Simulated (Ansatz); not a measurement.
## H2O: geometry relaxation

System: H2O.
Method: RHF/STO-3G (Ansatz 0.2.0).

Figures and captions count atoms from 1; the log counts them from 0 in places.

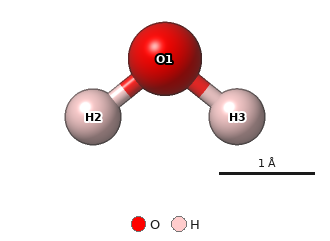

The starting structure (ball-and-stick view, seen on its broad side; atoms are numbered from 1 in the order of the input). Bond lengths as drawn: H–O 0.97 Å.

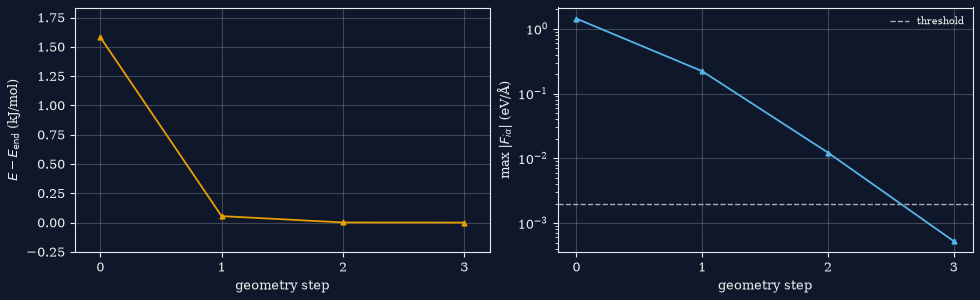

Progress of the relaxation, step by step (the first geometry is step 0 here and step 1 in the log).

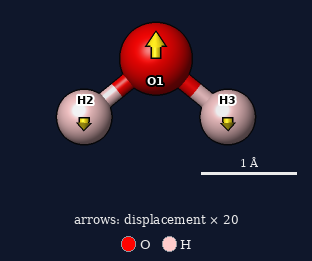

The starting structure with the displacements as yellow arrows, magnified 20 times (ball-and-stick view, seen on its broad side). The two geometries are laid on each other by the best rigid fit. The atom that moves furthest after the best rigid fit is O1 (0.015 Å). By element the largest moves are O 0.015 Å, H 0.008 Å. Among the contacts that change: O1–H2 0.975 → 0.989 Å. Among the angles that change: H2–O1–H3 102.1° → 100.0°. After 3 geometry steps the energy has fallen by 1.58 kJ/mol. Largest force component: 1.4 eV/Å at the start, 0.00053 eV/Å at the end. (Atoms are counted from 1 in the order of the input.)

The input that produced these results follows, with the program's output.

The input:
```yaml
crystal:
  periodic: [false, false, false]
  atoms:
    - { symbol: O, position_ang: [0.00258633, 0.09297317, -0.00074435] }
    - { symbol: H, position_ang: [-0.77189585, -0.49884851, -0.00091624] }
    - { symbol: H, position_ang: [0.74306952, -0.54079467, 0.0092206] }
basis:
  gaussian: { orbitals: STO-3G }
hamiltonian:
  xc: hf
relax:
  f_tol: 0.002
  max_steps: 150
```

Run as:
```bash
ansatz run input.yaml --threads 1 --pin off --max-ram 2560MiB --backend cpu --events-out ev --progress --plain --runs-dir out
```

Log:
```
The last accepted step is kept in [file] (removed where the run ends without a failure and the disk answers)
Engine: ansatz 0.2.0, x86_64-unknown-linux-gnu
Functional definition: HF
  exchange = exact_x
  correlation = 0
92 factors; integrals over basis functions are off by at most 1.1e-6 eV
mean field evaluation 1: about -2038.7728 eV, gradient 1.8e1 eV
mean field evaluation 2: about -2038.7919 eV, gradient 1.8e1 eV
mean field evaluation 4: about -2039.9099 eV, gradient 4.3e-1 eV
mean field evaluation 8: about -2039.9097 eV, gradient 3.0e-5 eV
mean field -2039.90969274 eV, -74.9652985076 hartree, gradient 3.0e-5 eV, S^2 0.000000; 0 other end points of the search recorded, 0 dependent functions left out
the calculation of the forces begins
reference -2039.90969274 eV, -74.9652985076 hartree; 5, 5 occupied and 2, 2 virtual orbitals, 92 factors
relax step   1: F+E_penalty+E_count = -2039.90969274 eV  Δ(F+E_penalty+E_count) = +0.000e0 eV  max|allowed force component| = 1.434e0 eV/Å  Δτ_max = 0.0000 Å  (17 SCF iters, accepted)
these checks for a lower state are left out or cut short: starts, cluster_reference, orbital_swaps, neighbouring_geometries, increment
92 factors; integrals over basis functions are off by at most 1.1e-6 eV
mean field evaluation 16: about -2039.9255 eV, gradient 1.2e-5 eV
mean field -2039.92552165 eV, -74.9658802096 hartree, gradient 1.2e-5 eV, S^2 0.000000; 0 other end points of the search recorded, 0 dependent functions left out
the calculation of the forces begins
reference -2039.92552165 eV, -74.9658802096 hartree; 5, 5 occupied and 2, 2 virtual orbitals, 92 factors
relax step   2: F+E_penalty+E_count = -2039.92552165 eV  Δ(F+E_penalty+E_count) = -1.583e-2 eV  max|allowed force component| = 2.214e-1 eV/Å  Δτ_max = 0.0117 Å  (20 SCF iters, accepted)
these checks for a lower state are left out or cut short: starts, cluster_reference, orbital_swaps, neighbouring_geometries, increment
92 factors; integrals over basis functions are off by at most 1.1e-6 eV
mean field -2039.92608392 eV, -74.9659008724 hartree, gradient 1.2e-5 eV, S^2 0.000000; 0 other end points of the search recorded, 0 dependent functions left out
the calculation of the forces begins
reference -2039.92608392 eV, -74.9659008724 hartree; 5, 5 occupied and 2, 2 virtual orbitals, 92 factors
relax step   3: F+E_penalty+E_count = -2039.92608392 eV  Δ(F+E_penalty+E_count) = -5.623e-4 eV  max|allowed force component| = 1.227e-2 eV/Å  Δτ_max = 0.0038 Å  (20 SCF iters, accepted)
these checks for a lower state are left out or cut short: starts, cluster_reference, orbital_swaps, neighbouring_geometries, increment
92 factors; integrals over basis functions are off by at most 1.1e-6 eV
mean field evaluation 32: about -2039.9261 eV, gradient 1.2e-5 eV
mean field -2039.92609330 eV, -74.9659012171 hartree, gradient 1.2e-5 eV, S^2 0.000000; 0 other end points of the search recorded, 0 dependent functions left out
the calculation of the forces begins
reference -2039.92609330 eV, -74.9659012171 hartree; 5, 5 occupied and 2, 2 virtual orbitals, 92 factors
relax step   4: F+E_penalty+E_count = -2039.92609330 eV  Δ(F+E_penalty+E_count) = -9.378e-6 eV  max|allowed force component| = 5.271e-4 eV/Å  Δτ_max = 0.0006 Å  (20 SCF iters, accepted)
92 factors; integrals over basis functions are off by at most 1.1e-6 eV
mean field -2039.92609330 eV, -74.9659012171 hartree, gradient 1.2e-5 eV, S^2 0.000000; 1 other end points of the search recorded, 0 dependent functions left out
the calculation of the forces begins
reference -2039.92609330 eV, -74.9659012171 hartree; 5, 5 occupied and 2, 2 virtual orbitals, 92 factors
Total energy: -2039.92609330 eV, -74.9659012171 hartree
Atom 0 at     0.003007     0.108132    -0.000865 Å, force    -0.000008    -0.000283     0.000002 eV/Å
Atom 1 at    -0.772410    -0.506419    -0.000858 Å, force     0.000527     0.000127     0.000002 eV/Å
Atom 2 at     0.743163    -0.548382     0.009283 Å, force    -0.000519     0.000156    -0.000005 eV/Å
Dipole moment:    -0.009867    -0.355695     0.002842 e Å
```

Trajectory as extended XYZ (Å, eV, eV/Å), 4 frames, from step=1 to step=4:
```
3
Properties=species:S:1:pos:R:3:forces:R:3 step=1 energy=-2039.90969
O     0.0026    0.0930   -0.0007    0.0398   1.4339  -0.0115
H    -0.7719   -0.4988   -0.0009   -0.5399  -0.7026   0.0022
H     0.7431   -0.5408    0.0092    0.5001  -0.7314   0.0092
3
Properties=species:S:1:pos:R:3:forces:R:3 step=2 energy=-2039.92552
O     0.0029    0.1047   -0.0008    0.0061   0.2214  -0.0018
H    -0.7747   -0.5046   -0.0009   -0.0048  -0.1107   0.0009
H     0.7455   -0.5467    0.0093   -0.0014  -0.1107   0.0009
3
Properties=species:S:1:pos:R:3:forces:R:3 step=3 energy=-2039.92608
O     0.0030    0.1085   -0.0009   -0.0003  -0.0123   0.0001
H    -0.7719   -0.5066   -0.0009   -0.0118   0.0065  -0.0001
H     0.7426   -0.5486    0.0093    0.0121   0.0058   0.0000
3
Properties=species:S:1:pos:R:3:forces:R:3 step=4 energy=-2039.92609
O     0.0030    0.1081   -0.0009    0.0000  -0.0003   0.0000
H    -0.7724   -0.5064   -0.0009    0.0005   0.0001   0.0000
H     0.7432   -0.5484    0.0093   -0.0005   0.0002   0.0000
```

Key numbers:

- outcome: converged
- total energy: −2039.9261 eV
- SCF solution under orbital rotations: stable
- largest force (length of the vector) at the end: 0.001 eV/Å
- hardware: 1 thread of Intel Xeon @ 2.50GHz (Skylake/Cascade Lake), 189 GiB of memory available, shared host
- wall time: 2.7 s
- peak memory: 0.08 GiB
